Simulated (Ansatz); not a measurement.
# CH₇NO₂Zr: taking an electron away

Aim: the vertical ionisation energy of CH₇NO₂Zr, as cation minus neutral at the neutral's geometry, on several levels, and how well −ε(HOMO) stands in for it.

Method: unrestricted cation, the program's frozen cores in correlated methods; program: Ansatz 0.2.0, Gaussian basis.

The runs, in order: UKS PBE-D4/def2-TZVPP; UKS r2SCAN-D4/def2-TZVPP; UKS PBE0-D4/def2-TZVPP; UKS B3LYP-D4/def2-TZVPP; UKS wB97X-V/def2-TZVPP; UKS wB97M-V/def2-TZVPP; UKS B2PLYP/def2-TZVPP; UHF-CCSD(T)/def2-TZVPP; UHF-MP2/def2-QZVPP; extrapolation to the limit; then −ε(HOMO) from the neutral's earlier runs with LDA (SPW92), PBE-D4, revPBE-D4, BLYP-D4, r2SCAN-D4, B97M-V, PBE0-D4, B3LYP-D4, r2SCANh-D4, r2SCAN0-D4, HSE06-D4, BHLYP-D4, CAM-B3LYP-D4, LC-ωPBE, ωB97X-V, ωB97M-V.

## 1. Structure used throughout

An earlier PBE0-D4 in a triple-zeta def2 set relaxation fixed the geometry. Zr takes the def2 core potential; no spin-orbit term is included.

SMILES `[CH3][Zr]([NH2])([OH])[OH]`, 12 atoms, charge 0, spin multiplicity 1.

Atoms are counted from 1 here; the program's logs count them from 0.

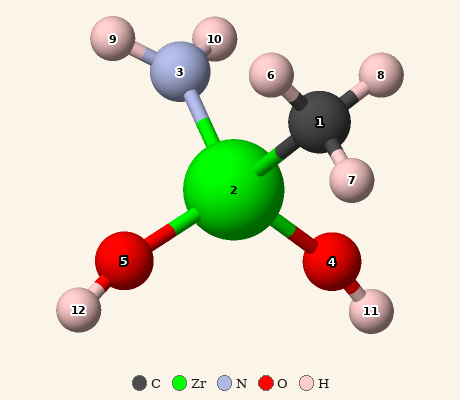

The structure; carbon dark grey, zirconium green, nitrogen light blue, oxygen red, hydrogen pink; atoms are numbered from 1 in the order of the file.

## 2. Cation, UKS PBE-D4/def2-TZVPP

The input, in.yaml:

```yaml
crystal:
  periodic: [false, false, false]
  atoms:
    - {symbol: C, position_ang: [-1.367395, -0.041202, 1.164145]}
    - {symbol: Zr, position_ang: [0.234032, -0.212457, -0.392444]}
    - {symbol: N, position_ang: [1.473128, 1.372819, -0.077669]}
    - {symbol: O, position_ang: [1.156034, -1.855176, 0.011314]}
    - {symbol: O, position_ang: [-0.679105, -0.006925, -2.076201]}
    - {symbol: H, position_ang: [-1.921555, 0.898997, 1.067978]}
    - {symbol: H, position_ang: [-2.090106, -0.861796, 1.077359]}
    - {symbol: H, position_ang: [-0.947897, -0.075130, 2.175621]}
    - {symbol: H, position_ang: [1.395715, 2.278356, -0.520176]}
    - {symbol: H, position_ang: [2.300346, 1.368560, 0.503285]}
    - {symbol: H, position_ang: [1.516446, -2.736312, 0.002400]}
    - {symbol: H, position_ang: [-1.069632, -0.129734, -2.935613]}
basis:
  gaussian: {orbitals: def2-TZVPP}
total_charge: 1
magnetization: {spin_polarized: true, initial_magnetization: 1}
hamiltonian: {xc: pbe, dispersion: d4}
```

Started as:

```sh
$ ansatz run in.yaml --threads 2 --pin off --events-out ev --progress --plain --max-ram 22528MiB --backend cuda --devices 0, --max-vram 18GiB
```

After this run come: Cation, UKS r2SCAN-D4/def2-TZVPP; Cation, UKS PBE0-D4/def2-TZVPP; Cation, UKS B3LYP-D4/def2-TZVPP; Cation, UKS wB97X-V/def2-TZVPP; Cation, UKS wB97M-V/def2-TZVPP; Cation, UKS B2PLYP (frozen core)/def2-TZVPP; Cation, UHF-CCSD(T)/def2-TZVPP; Cation, UHF-MP2/def2-QZVPP.

Q: Predict the results of all the runs planned. Wanted: ionisation energy, CCSD(T)/CBS; nearest functional by difference; nearest −ε(HOMO); −ε(HOMO) of PBE; T1 of the cation.

**Answer**, as computed:

| quantity | value |
| --- | --- |
| ionisation energy, CCSD(T)/CBS | 9.39 eV |
| nearest functional by difference | ωB97M-V (-0.29 eV) |
| nearest −ε(HOMO) | ωB97X-V (-0.09 eV) |
| −ε(HOMO) of PBE | 5.54 eV |
| T1 of the cation | 0.053 |

**Reading.** Energy differences with functionals land within 0.92 eV of the reference. The PBE orbital energy is 3.9 eV too small: a semilocal HOMO is no ionisation energy. Among orbital estimates ωB97X-V comes nearest. Hartree-Fock falls 1.47 eV short, as the neutral has more correlation energy than the cation. The cation's T1 (from the report) is 0.053, above the customary mark of 0.045 for open shells, so the coupled-cluster value is less safe. The cation may have settled in a state other than its lowest; no search over hole states beyond the program's own was made. Correlated methods include outer-core shells of Zr, which these sets cover unevenly.
